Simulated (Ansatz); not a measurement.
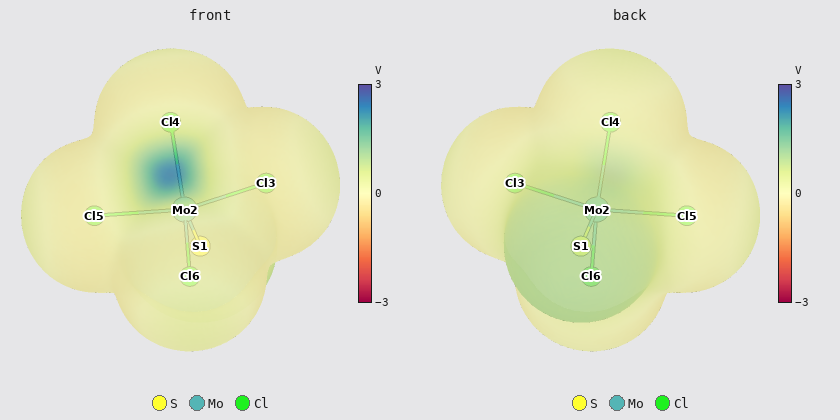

Figure. Cl₄MoS (SMILES [S]=[Mo]([Cl])([Cl])([Cl])[Cl]). The molecular electrostatic potential painted on the density surface at 0.002 e/bohr³, seen from the front and from behind; the colour scale runs from red (negative) to blue (positive).

Geometry: PBE0-D4/def2-TZVP; core potentials replace the inner electrons of Mo.

Computed with Ansatz 0.2.0, RKS PBE0-D4/def2-TZVPP.

Input

```
crystal:
  periodic: [false, false, false]
  atoms:
    - {symbol: S, position_ang: [-2.076969, -0.097052, 0.145984]}
    - {symbol: Mo, position_ang: [-0.029866, -0.012199, -0.004969]}
    - {symbol: Cl, position_ang: [0.722962, -1.079337, 1.859908]}
    - {symbol: Cl, position_ang: [0.535934, -1.902190, -1.141212]}
    - {symbol: Cl, position_ang: [0.351391, 1.101956, -1.953456]}
    - {symbol: Cl, position_ang: [0.538648, 1.924822, 1.047645]}
basis:
  gaussian: {orbitals: def2-TZVPP}
hamiltonian: {xc: pbe0, dispersion: d4}
output: {orbitals: {seedname: orbitals}}
```

Run with:

```sh
ansatz run in.yaml --threads 4 --pin off --events-out ev --progress --plain --max-ram 11315MiB
```

Where is the surface potential most negative and most positive?

The most negative region (about −0.2 V) lies over Cl3, Cl4, Cl5 and Cl6, the most positive (about +2.1 V, or +48 kcal/mol for a unit charge) over Mo2.
